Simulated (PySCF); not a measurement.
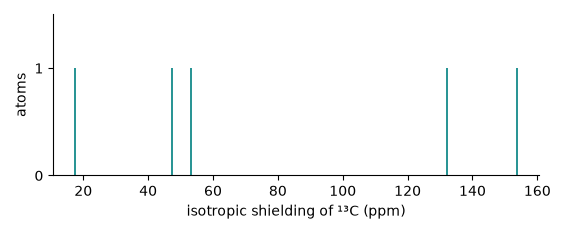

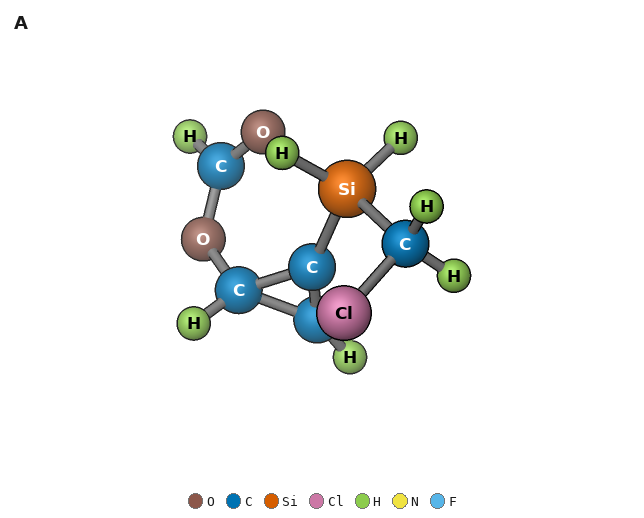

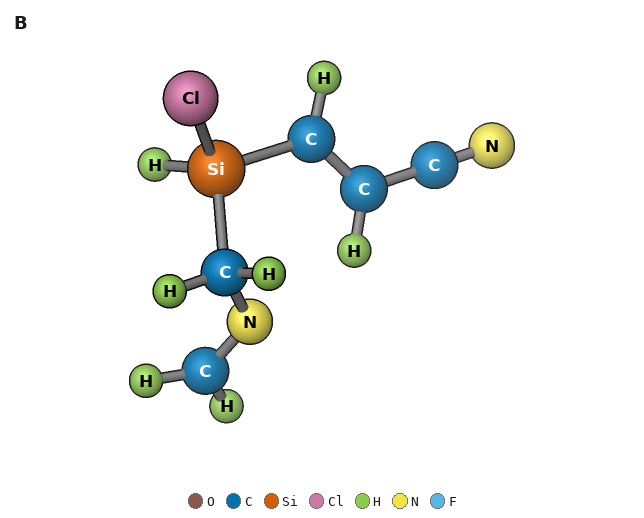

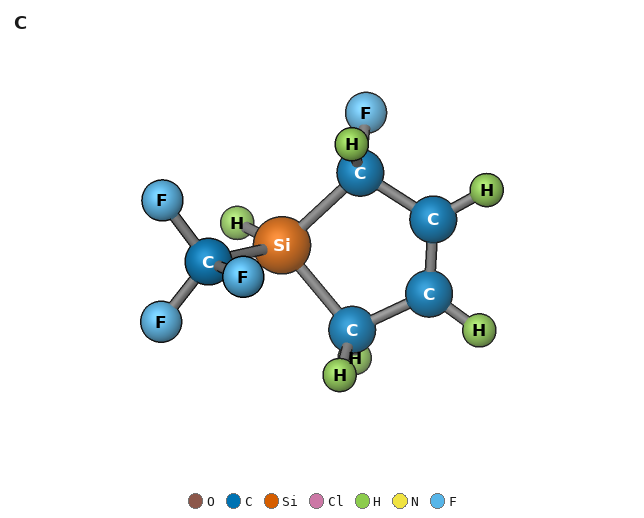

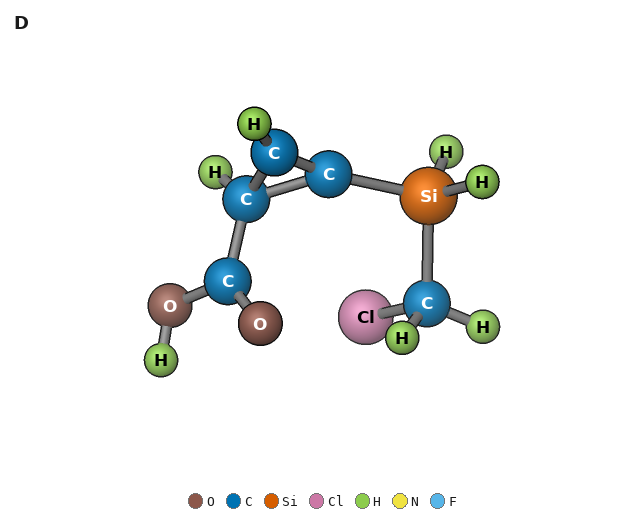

The sticks are computed shieldings of one of the molecules, for one fixed geometry (GFN2-xTB) without averaging over rotations. Low shielding means a high chemical shift. Method: GIAO PBE0/pcSseg-1 NMR shielding, non-relativistic, gas phase (PySCF 2.14.0).

> Which molecule gives this pattern?

A, `O=CO[C@H]1C=C1[SiH2]CCl`. Its 5 C atoms give lines at 17.5, 47.5, 53.2, 132.2, 153.6 ppm.

The geometry is semi-empirical. Around Si such bond lengths and angles can be off by a tenth of an ångström or more and by several degrees, and values that hang on the shape move with them.
